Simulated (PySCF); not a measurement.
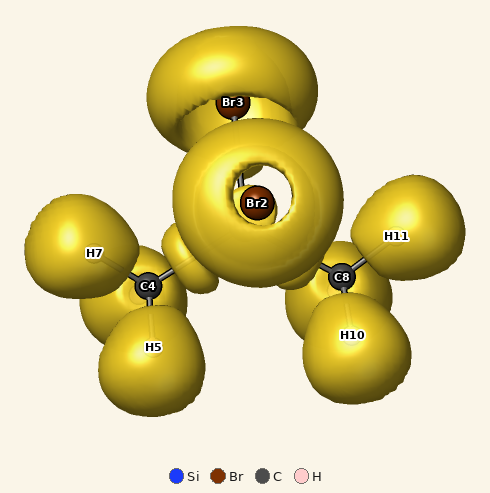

The picture shows: C2H6Br2Si (SMILES C[Si](C)(Br)Br). Isosurface of the electron localisation function at 0.8 (yellow), seen at a tilt. Only the valence region is drawn (cores and ρ < 0.01 e/Å³ removed).

Geometry: PBE0-D3(BJ)/def2-SVP.

Level of theory: PBE0/def2-SVPD, SCF density, gas phase in PySCF.

Input

```
{"job": {"kind": "uv", "xc": "PBE0", "basis": "def2-SVPD", "ip": false, "nstates": 10}, "charge": 0, "multiplicity": 1}
Si     0.509670    -0.006189     0.348249
Br     0.550690     0.014535     2.583415
Br     2.615214    -0.023805    -0.396613
C     -0.311410     1.555857    -0.241769
H     -1.358429     1.581264     0.097738
H     -0.288760     1.601002    -1.341585
H      0.208785     2.439211     0.155551
C     -0.327995    -1.572719    -0.208129
H     -0.390910    -1.598324    -1.307186
H     -1.345130    -1.623062     0.210426
H      0.236334    -2.453279     0.130794
```

Run with:

```sh
OMP_NUM_THREADS=1 python probes_run.py task.json out
```

Question: Identify the bonds, lone pairs and shells in this picture.

Answer: The surface consists of two regions between bonded Br–Si atoms (shared pairs), two regions between bonded C–Si atoms (shared pairs), six regions around hydrogen nuclei and two rings or bowls of non-bonding electrons around Br.

Values along the shortest contacts:
C–Si (1.86 Å): the ELF peaks at about 0.95 between the atoms: a shared electron pair. Si–Br (2.23 Å): the ELF peaks at about 0.90 between the atoms: a shared but strongly polarised pair.
